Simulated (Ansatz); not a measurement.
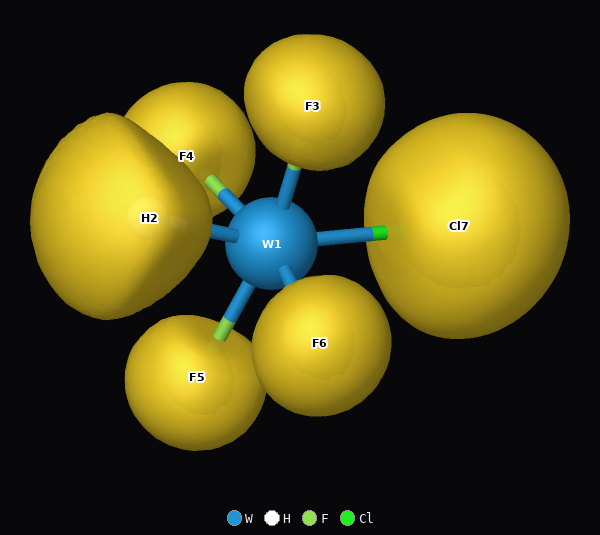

*ClF₄HW. Isosurface of the electron localisation function at 0.75 (yellow), seen at an oblique angle. Core shells and regions of very low density are left out.*

Core potentials replace the inner electrons of W.

Computed with RKS PBE0/def2-SVP (Ansatz 0.2.0).

```xyz
7

W     0.0489    0.0000    0.0035
H     0.2994    0.0000    1.6953
F     1.8947    0.0000    0.1789
F    -0.0397    1.8222    0.2074
F    -1.7706    0.0000    0.2678
F    -0.0397   -1.8222    0.2074
Cl    0.4165    0.0000   -2.2907
```

What do the ELF domains correspond to?

Answer. The ELF exceeds this value in one region around a hydrogen nucleus, one region wrapped around Cl (its valence shell) and four regions wrapped around F (the valence shell of each).

Values along the shortest contacts:
W–F (1.84 Å): the ELF peaks at about 0.85 in the valence shell of F, 0.5 Å from its nucleus, and drops to about 0.20 between the two atoms. W–Cl (2.32 Å): the ELF peaks at about 0.85 in the valence shell of Cl, 0.8 Å from its nucleus, and is about 0.35 at the midpoint.
